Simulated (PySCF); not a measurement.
Run report: Si6H12, NMR shielding calculation

System: Si6H12.
Method: GIAO CAM-B3LYP/pcSseg-1 NMR shielding, non-relativistic, gas phase (PySCF 2.14.0).

The geometry comes from this level: PBE0-D3(BJ)/def2-SVP. Figures and captions count atoms from 1; the log counts them from 0 in places.

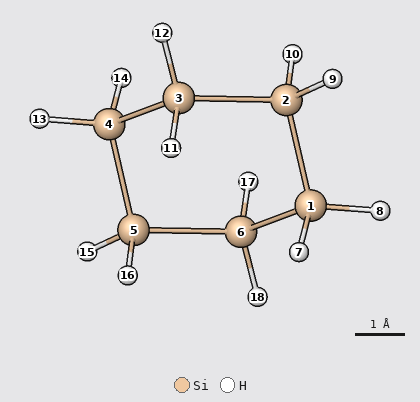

*The structure as given in the input (ball-and-stick view, seen at a tilt; atoms are numbered from 1 in the order of the input).*

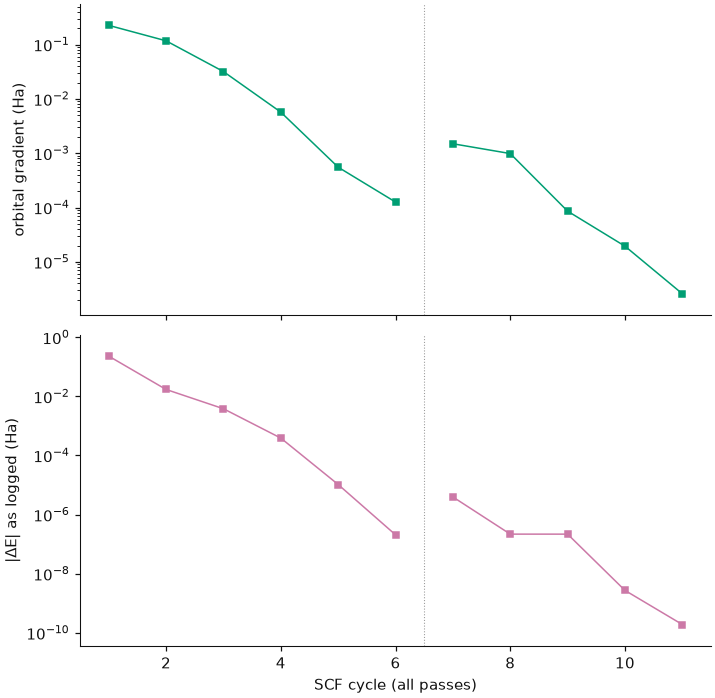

*Convergence of the self-consistent field: orbital gradient and size of the energy change against the SCF cycle. The dotted line marks the change from a coarse to the final integration grid.*

The first 6 cycles use a coarse grid, the final grid takes over at cycle 7, and the field converges after 11 cycles in all.

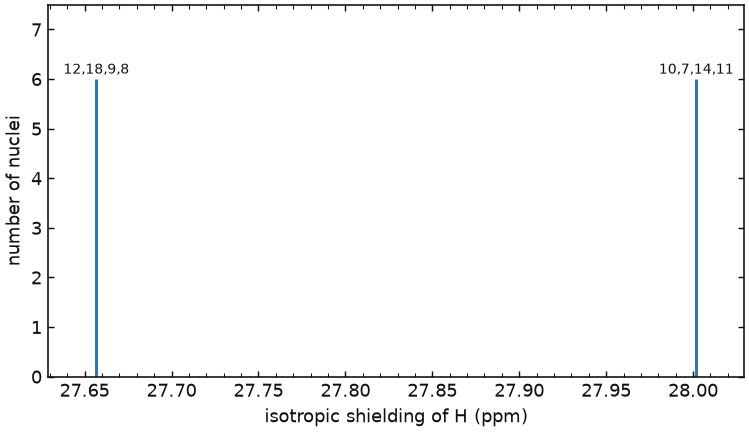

*Isotropic shieldings of the hydrogen nuclei in this fixed geometry, labelled by atom number; shielding grows to the right, so chemical shift grows to the left.*

The least shielded is H12 (27.7 ppm), the most shielded H17 (28.0 ppm).

These pictures come from the run below.

## The input
```
{"job": {"kind": "nmr", "xc": "CAM-B3LYP", "basis": "pcSseg-1", "pop": false}, "charge": 0, "multiplicity": 1}
Si    -1.332144     1.297235    -1.252985
Si     0.737848     2.064641    -0.456612
Si     2.203914     0.238876    -0.290556
Si     1.326938    -1.293850     1.255314
Si    -0.737393    -2.064574     0.447329
Si    -2.205370    -0.239506     0.291026
H     -1.118834     0.599929    -2.561510
H     -2.278447     2.437375    -1.468955
H      1.300965     3.120457    -1.356781
H      0.544534     2.655143     0.906493
H      2.304969    -0.427666    -1.628219
H      3.571340     0.689487     0.121069
H      2.274411    -2.431580     1.478612
H      1.104799    -0.593877     2.560882
H     -1.300794    -3.127908     1.338412
H     -0.537615    -2.645065    -0.919098
H     -2.302770     0.421237     1.631815
H     -3.573881    -0.687716    -0.119546
```

The first line tells a small driver script what to run in PySCF; the rest is the geometry in Å.

Run as:
```bash
OMP_NUM_THREADS=1 python <driver script> task.json out
```

## Log
```
coarse grid: 17184 points
cycle   1  E = -1744.0956664344  dE = -2.304e-01  |g| = 2.258e-01  |ddm| = 3.772e+00
cycle   2  E = -1744.1128075539  dE = -1.714e-02  |g| = 1.173e-01  |ddm| = 4.354e-01
cycle   3  E = -1744.1166234869  dE = -3.816e-03  |g| = 3.185e-02  |ddm| = 2.144e-01
cycle   4  E = -1744.1170112454  dE = -3.878e-04  |g| = 5.707e-03  |ddm| = 7.215e-02
cycle   5  E = -1744.1170216413  dE = -1.040e-05  |g| = 5.529e-04  |ddm| = 1.015e-02
cycle   6  E = -1744.1170218476  dE = -2.063e-07  |g| = 1.262e-04  |ddm| = 1.864e-03
final grid: 136024 points
cycle   7  E = -1744.1412518201  dE = -3.942e-06  |g| = 1.493e-03  |ddm| = 1.127e-02
cycle   8  E = -1744.1412520378  dE = -2.176e-07  |g| = 9.851e-04  |ddm| = 2.976e-03
cycle   9  E = -1744.1412522550  dE = -2.173e-07  |g| = 8.578e-05  |ddm| = 1.320e-03
cycle  10  E = -1744.1412522578  dE = -2.710e-09  |g| = 1.943e-05  |ddm| = 2.034e-04
cycle  11  E = -1744.1412522579  dE = -1.896e-10  |g| = 2.584e-06  |ddm| = 6.884e-05
converged SCF energy = -1744.1412522579

GIAO shielding tensors (ppm)
atom      isotropic    diamagn.    paramagn.     s11        s22        s33       span
  0 Si     451.716     880.887    -429.171    446.227    453.681    455.241      9.014
  1 Si     451.696     880.882    -429.186    446.242    453.831    455.016      8.774
  2 Si     451.710     880.885    -429.176    446.496    453.771    454.861      8.366
  3 Si     451.747     880.897    -429.150    446.171    453.556    455.514      9.344
  4 Si     451.730     880.895    -429.165    446.126    453.723    455.341      9.215
  5 Si     451.726     880.888    -429.162    446.477    453.731    454.970      8.494
  6 H       28.000      30.136      -2.136     25.152     25.762     33.085      7.933
  7 H       27.657      28.904      -1.247     23.673     25.038     34.260     10.588
  8 H       27.657      28.903      -1.246     23.671     25.042     34.257     10.587
  9 H       28.000      30.131      -2.132     25.156     25.754     33.089      7.934
 10 H       28.003      30.135      -2.133     25.159     25.758     33.092      7.933
 11 H       27.656      28.906      -1.250     23.667     25.045     34.257     10.589
 12 H       27.657      28.912      -1.255     23.676     25.032     34.263     10.587
 13 H       28.002      30.147      -2.145     25.147     25.780     33.080      7.934
 14 H       27.657      28.912      -1.254     23.674     25.035     34.262     10.588
 15 H       28.003      30.148      -2.145     25.150     25.779     33.080      7.930
 16 H       28.003      30.138      -2.134     25.157     25.764     33.090      7.933
 17 H       27.656      28.907      -1.251     23.669     25.043     34.258     10.589
```

## Summary

- outcome: converged
- total energy: −1744.141252 hartree
- HOMO: −9.06 eV
- LUMO: 0.34 eV
- dipole moment: 0.00 D
- isotropic shielding, Si: 451.7 to 451.7 ppm
- isotropic shielding, H: 27.7 to 28.0 ppm
- hardware: 1 CPU thread, shared host
- wall time: 77 s
- peak memory: 1.2 GiB
